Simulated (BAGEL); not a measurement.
# C3H9ClSi (chlorotrimethylsilane) at HF/STO-3G (density fitting with cc-pvqz-jkfit)

What is the vertical ionisation energy of C3H9ClSi (chlorotrimethylsilane) at HF/STO-3G (density fitting with cc-pvqz-jkfit)? 

Program for the calculation: BAGEL 1.2.2.

6 further runs of the same task are left out: 2 that didn't finish, 4 set aside as unsound or not needed.

## (1) The structure to begin with

C3H9ClSi has 14 atoms, charge 0, and is taken as a singlet. SMILES: `C[Si](C)(C)Cl`. The coordinates come from a PBE0-D4/def2-TZVP relaxation.

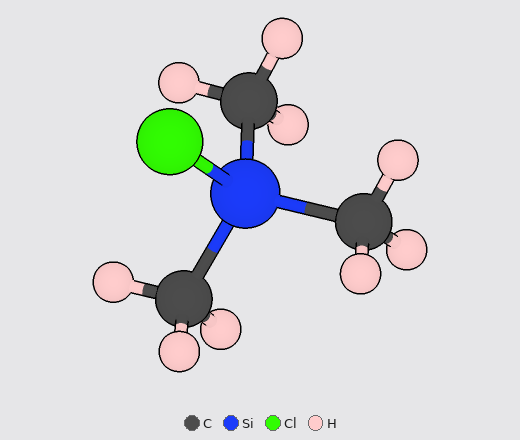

The structure, seen from a chosen angle (carbon dark grey, silicon blue, chlorine green, hydrogen pink).

## (2) A single-point energy at HF/STO-3G (density fitting with cc-pvqz-jkfit)

Input file job.json:

```json
{ "bagel" : [

{
  "title" : "molecule",
  "basis" : "sto-3g",
  "df_basis" : "cc-pvqz-jkfit",
  "angstrom" : true,
  "geometry" : [
    { "atom" : "C", "xyz" : [   -1.679640,    0.559980,    0.221630 ] },
    { "atom" : "Si", "xyz" : [    0.108620,    0.309060,   -0.233500 ] },
    { "atom" : "C", "xyz" : [    1.207070,    0.337140,    1.270020 ] },
    { "atom" : "C", "xyz" : [    0.349340,   -1.247580,   -1.226910 ] },
    { "atom" : "Cl", "xyz" : [    0.670330,    1.906760,   -1.440460 ] },
    { "atom" : "H", "xyz" : [   -1.816280,    1.498060,    0.764110 ] },
    { "atom" : "H", "xyz" : [   -2.029610,   -0.257080,    0.859450 ] },
    { "atom" : "H", "xyz" : [   -2.308980,    0.589150,   -0.670580 ] },
    { "atom" : "H", "xyz" : [    1.092710,    1.274230,    1.819320 ] },
    { "atom" : "H", "xyz" : [    2.257290,    0.235130,    0.987910 ] },
    { "atom" : "H", "xyz" : [    0.953250,   -0.486500,    1.943870 ] },
    { "atom" : "H", "xyz" : [    0.068050,   -2.124680,   -0.636610 ] },
    { "atom" : "H", "xyz" : [    1.393020,   -1.360400,   -1.528500 ] },
    { "atom" : "H", "xyz" : [   -0.265160,   -1.233270,   -2.129770 ] }
  ]
},
{ "title" : "hf" },
{ "title" : "print", "file" : "orbitals.molden", "orbitals" : true }

]}
```

The run is started by

```console
$ BAGEL_NUM_THREADS=1 BAGEL job.json > job.out
```

Standard output:

```text
* using 1 threads per process

  ===============================================================
  ===============================================================

  *** Geometry ***

  { "atom" : "C", "xyz" : [     -3.174060,      1.058209,      0.418820 ] },
  { "atom" : "Si", "xyz" : [      0.205262,      0.584039,     -0.441251 ] },
  { "atom" : "C", "xyz" : [      2.281032,      0.637102,      2.399990 ] },
  { "atom" : "C", "xyz" : [      0.660157,     -2.357585,     -2.318524 ] },
  { "atom" : "Cl", "xyz" : [      1.266740,      3.603254,     -2.722075 ] },
  { "atom" : "H", "xyz" : [     -3.432272,      2.830923,      1.443959 ] },
  { "atom" : "H", "xyz" : [     -3.835407,     -0.485811,      1.624125 ] },
  { "atom" : "H", "xyz" : [     -4.363340,      1.113332,     -1.267213 ] },
  { "atom" : "H", "xyz" : [      2.064923,      2.407946,      3.438017 ] },
  { "atom" : "H", "xyz" : [      4.265660,      0.444331,      1.866879 ] },
  { "atom" : "H", "xyz" : [      1.801381,     -0.919352,      3.673382 ] },
  { "atom" : "H", "xyz" : [      0.128596,     -4.015063,     -1.203019 ] },
  { "atom" : "H", "xyz" : [      2.632426,     -2.570783,     -2.888446 ] },
  { "atom" : "H", "xyz" : [     -0.501080,     -2.330543,     -4.024682 ] },

  Number of auxiliary basis functions:     1073

  Since a DF basis is specified, we compute 2- and 3-index integrals:
    o Being stored without compression. Storage requirement is 0.015 GB

  Number of basis functions:       42
  Number of electrons      :       58

    * METHOD: MOLECULE                             1.63

  *** RHF ***

  === Nuclear Repulsion ===
   300.1141796718

      * DIIS with orbital gradients will be used.

  === RHF iteration (sto-3g) ===
      0       -857.72401311          0.00668229           0.18
      1       -857.76776629          0.00140059           0.17
      2       -857.76956259          0.00028774           0.18
      3       -857.76965367          0.00002519           0.18
      4       -857.76965437          0.00000568           0.17
      5       -857.76965441          0.00000107           0.17
      6       -857.76965441          0.00000015           0.17
      7       -857.76965441          0.00000001           0.17
      8       -857.76965441          0.00000000           0.17
    * SCF iteration converged.

    * Permanent dipole moment:
           (    0.348283,     0.990590,    -0.748307) a.u.

    * METHOD: HF                                   1.90

    * METHOD: PRINT                                0.00

  ===============================================================
```

It took 3.9 s on 1 thread of Arm Neoverse V2, shared host; peak memory 0.13 GiB.

## (3) The doublet cation

Input file calc.json:

```json
{ "bagel" : [

{
  "title" : "molecule",
  "basis" : "sto-3g",
  "df_basis" : "cc-pvqz-jkfit",
  "angstrom" : true,
  "geometry" : [
    { "atom" : "C", "xyz" : [   -1.679640,    0.559980,    0.221630 ] },
    { "atom" : "Si", "xyz" : [    0.108620,    0.309060,   -0.233500 ] },
    { "atom" : "C", "xyz" : [    1.207070,    0.337140,    1.270020 ] },
    { "atom" : "C", "xyz" : [    0.349340,   -1.247580,   -1.226910 ] },
    { "atom" : "Cl", "xyz" : [    0.670330,    1.906760,   -1.440460 ] },
    { "atom" : "H", "xyz" : [   -1.816280,    1.498060,    0.764110 ] },
    { "atom" : "H", "xyz" : [   -2.029610,   -0.257080,    0.859450 ] },
    { "atom" : "H", "xyz" : [   -2.308980,    0.589150,   -0.670580 ] },
    { "atom" : "H", "xyz" : [    1.092710,    1.274230,    1.819320 ] },
    { "atom" : "H", "xyz" : [    2.257290,    0.235130,    0.987910 ] },
    { "atom" : "H", "xyz" : [    0.953250,   -0.486500,    1.943870 ] },
    { "atom" : "H", "xyz" : [    0.068050,   -2.124680,   -0.636610 ] },
    { "atom" : "H", "xyz" : [    1.393020,   -1.360400,   -1.528500 ] },
    { "atom" : "H", "xyz" : [   -0.265160,   -1.233270,   -2.129770 ] }
  ]
},
{
  "title" : "uhf",
  "charge" : 1,
  "nopen" : 1
},
{
  "title" : "print",
  "file" : "orbitals.molden",
  "orbitals" : true
}

]}
```

The run is started by

```console
$ BAGEL_NUM_THREADS=1 BAGEL calc.json > calc.out
```

Standard output:

```text
* using 1 threads per process

  ===============================================================
  ===============================================================

  *** Geometry ***

  { "atom" : "C", "xyz" : [     -3.174060,      1.058209,      0.418820 ] },
  { "atom" : "Si", "xyz" : [      0.205262,      0.584039,     -0.441251 ] },
  { "atom" : "C", "xyz" : [      2.281032,      0.637102,      2.399990 ] },
  { "atom" : "C", "xyz" : [      0.660157,     -2.357585,     -2.318524 ] },
  { "atom" : "Cl", "xyz" : [      1.266740,      3.603254,     -2.722075 ] },
  { "atom" : "H", "xyz" : [     -3.432272,      2.830923,      1.443959 ] },
  { "atom" : "H", "xyz" : [     -3.835407,     -0.485811,      1.624125 ] },
  { "atom" : "H", "xyz" : [     -4.363340,      1.113332,     -1.267213 ] },
  { "atom" : "H", "xyz" : [      2.064923,      2.407946,      3.438017 ] },
  { "atom" : "H", "xyz" : [      4.265660,      0.444331,      1.866879 ] },
  { "atom" : "H", "xyz" : [      1.801381,     -0.919352,      3.673382 ] },
  { "atom" : "H", "xyz" : [      0.128596,     -4.015063,     -1.203019 ] },
  { "atom" : "H", "xyz" : [      2.632426,     -2.570783,     -2.888446 ] },
  { "atom" : "H", "xyz" : [     -0.501080,     -2.330543,     -4.024682 ] },

  Number of auxiliary basis functions:     1073

  Since a DF basis is specified, we compute 2- and 3-index integrals:
    o Being stored without compression. Storage requirement is 0.015 GB

  Number of basis functions:       42
  Number of electrons      :       58

    * METHOD: MOLECULE                             1.68

  *** Open-shell HF ***

  === Nuclear Repulsion ===
   300.1141796718

      * DIIS with orbital gradients will be used.

  === UHF iteration (sto-3g) ===
      0       -857.30015926          0.02272563           0.34
      1       -857.41147127          0.00826956           0.34
      2       -857.42355169          0.00263398           0.35
      3       -857.42614065          0.00126522           0.34
      4       -857.42806327          0.00117123           0.34
      5       -857.42868313          0.00118375           0.34
      6       -857.42709241          0.00114305           0.35
      7       -857.42088326          0.00177734           0.34
      8       -857.42554823          0.00136910           0.34
      9       -857.43466638          0.00166602           0.35
     10       -857.43272717          0.00172188           0.35
     11       -857.43398879          0.00169124           0.35
     12       -857.43037658          0.00177155           0.35
     13       -857.41619684          0.00366204           0.35
     14       -857.43618871          0.00150548           0.35
     15       -857.43636072          0.00150352           0.34
[... 51 lines of this table left out ...]
     67       -857.44842309          0.00000016           0.35
     68       -857.44842309          0.00000025           0.35
     69       -857.44842309          0.00000006           0.35
     70       -857.44842309          0.00000001           0.35
     71       -857.44842309          0.00000007           0.35
     72       -857.44842309          0.00000001           0.35
     73       -857.44842309          0.00000001           0.35
     74       -857.44842309          0.00000001           0.35
    * SCF iteration converged.

    * S^2 (UHF) is 0.7528

    * Permanent dipole moment:
           (   -0.180893,    -0.321352,     0.148241) a.u.

    * METHOD: UHF                                 26.58

    * METHOD: PRINT                                0.00

  ===============================================================
```

Run time: 29 s. Hardware: 1 thread of Arm Neoverse V2, shared host; peak memory 0.14 GiB.

## (4) Summary of results

At HF/STO-3G (density fitting with cc-pvqz-jkfit):

```
                                          quantity          value
                    singlet C3H9ClSi: total energy  -857.76965 Eh
                   singlet C3H9ClSi: dipole moment         3.28 D
                     singlet C3H9ClSi: HOMO energy       -9.65 eV
                     singlet C3H9ClSi: LUMO energy        9.83 eV
                   singlet C3H9ClSi: HOMO–LUMO gap       19.48 eV
                      doublet cation: total energy  -857.44842 Eh
                              doublet cation: ⟨S²⟩          0.753
vertical ionisation energy (to the doublet cation)       8.741 eV
```

What this shows: Removing an electron at fixed nuclei costs 8.74 eV (202 kcal/mol). −ε(HOMO) before ionisation, 9.65 eV, is 0.91 eV above this ionisation energy. In a minimal basis such a difference can be off by several eV, whatever the method.
